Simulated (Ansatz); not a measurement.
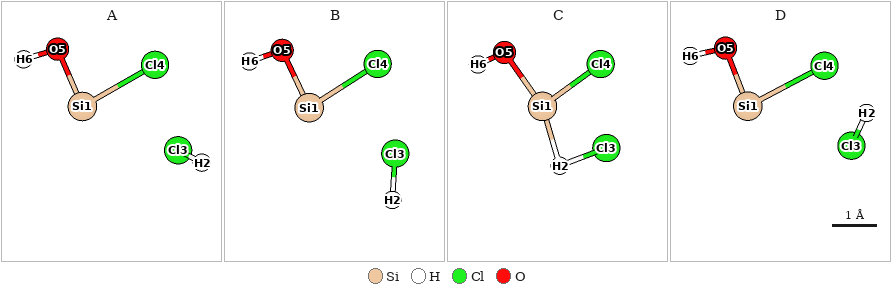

4 geometries from a converged minimum-energy path of SiH2OCl2, shuffled. Style: ball-and-stick. Shown from a free direction.

Level of theory: RKS BLYP-D4/def2-SVP in Ansatz 0.2.0. Run with 5 movable images; climbing image; force threshold 0.05 eV/Å; iteration limit 60; starting path through a guess of the saddle point.

Question: Which frame is the top of the path?

Answer: C. In order along the path, whose images run from 0 to 6: C (image 2, +247.5 kJ/mol), B (image 4, +202.1 kJ/mol), A (image 5, +198.6 kJ/mol), D (image 6, +190.0 kJ/mol). Breaking: Si1–Cl3 (2.08 → 2.66 at the top → 3.27 Å), Si1–H2 (1.48 → 1.61 at the top → 2.91 Å). Forming: H2–Cl3 (2.95 → 1.68 at the top → 1.31 Å).
